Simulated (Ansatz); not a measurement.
## Electronic structure of FHNSi2 (SMILES F[SiH-]N=[Si]) (charge −1) in real space

Input file:

```
crystal:
  periodic: [false, false, false]
  atoms:
    - {symbol: F, position_ang: [0.458574, 2.151800, -2.361181]}
    - {symbol: N, position_ang: [-0.225807, -0.066160, -0.961607]}
    - {symbol: Si, position_ang: [-0.250781, 1.711327, -0.851638]}
    - {symbol: Si, position_ang: [-0.005483, -1.640765, -0.859374]}
    - {symbol: H, position_ang: [-1.725572, 1.899154, -1.285901]}
basis:
  gaussian:
    orbitals: def2-TZVPD
total_charge: -1
magnetization:
  spin_polarized: false
  initial_magnetization: 0
hamiltonian:
  xc: pbe0
output: {forces: true, orbitals: {seedname: orbitals}}
```

Run with:

```sh
ansatz run input.yaml --threads 1 --pin off --max-ram 2610MiB --events-out events.jsonl --progress --plain --runs-dir runs
```

Geometry: r2SCAN-D4/def2-SVPD.

Computed with isolated molecule in a Gaussian basis; Kohn-Sham density functional theory, functional PBE0 (Ansatz).

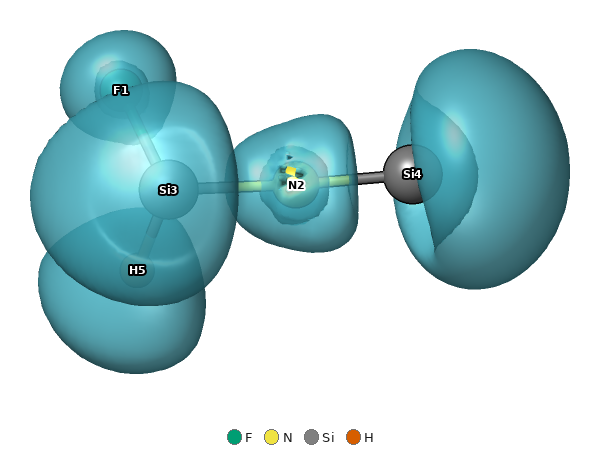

Figure 1. Isosurface of the electron localisation function at 0.75 (cyan), seen across its widest extent. Only the valence region is drawn (cores and ρ < 0.01 e/Å³ removed).

**Identify the bonds, lone pairs and shells in this picture.**

The ELF exceeds this value in one region around a hydrogen nucleus, one region on N in which the atom's valence shell and bonds are merged, two lobes on Si, pointing away from the bonds (lone pairs) and one region wrapped around F (its lone pairs, merged into a ring or cap). Along the contacts the grid gives the following. Si–N (1.59 Å): the ELF peaks at about 0.85 between the atoms; a short, strongly polar bond. Si–F (1.73 Å): the ELF peaks at about 0.85 in the valence shell of F, 0.6 Å from its nucleus, and is about 0.50 at the midpoint.

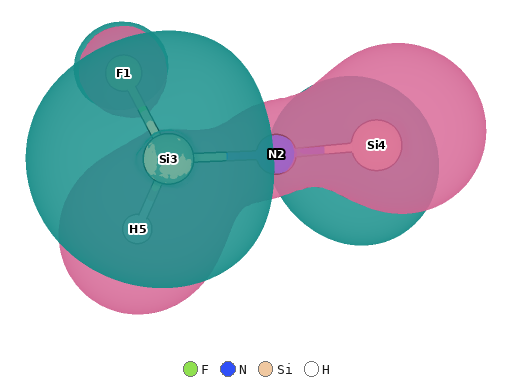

Figure 2. The HOMO at ±0.05 Å⁻³ᐟ² (teal and pink are the two phases), seen at a tilt.

**Describe this orbital and give its energy.**

By Hirshfeld shares it lies mainly on Si3 (about 65 %), Si4 (about 15 %) and H5 (about 10 %). Its energy is −0.17 eV.

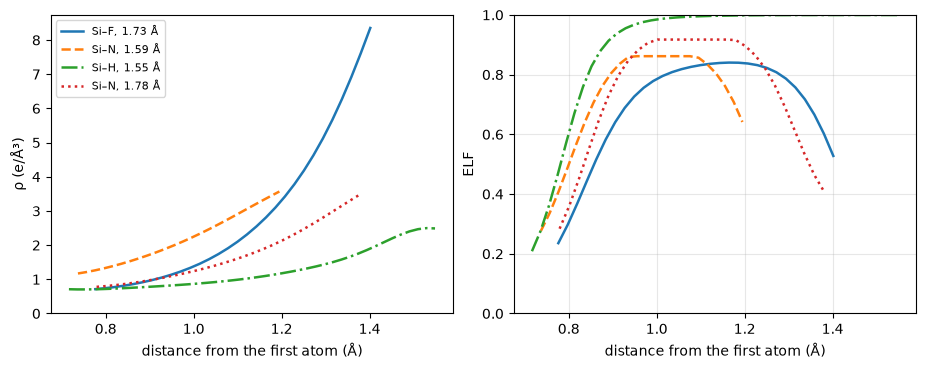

Figure 3. Electron density and electron localisation function along straight lines between neighbouring atoms. The curves leave out the atomic cores.

**What can be read from the curves?**

Si–F (1.73 Å): the density is about 0.86 e/Å³ at the midpoint; the ELF peaks at about 0.85 in the valence shell of F, 0.6 Å from its nucleus, and is about 0.50 at the midpoint.
Si–N (1.59 Å): ρ at the midpoint is about 1.3 e/Å³; the ELF peaks at about 0.85 between the atoms, as expected for a polar covalent bond.
Si–H (1.55 Å): ρ at the midpoint is about 0.71 e/Å³; the ELF climbs to about 1 towards the hydrogen, as it does in any bond to H.
Si–N (1.78 Å): the density is about 0.95 e/Å³ at the midpoint; the ELF peaks at about 0.90 between the atoms; a polar covalent bond.
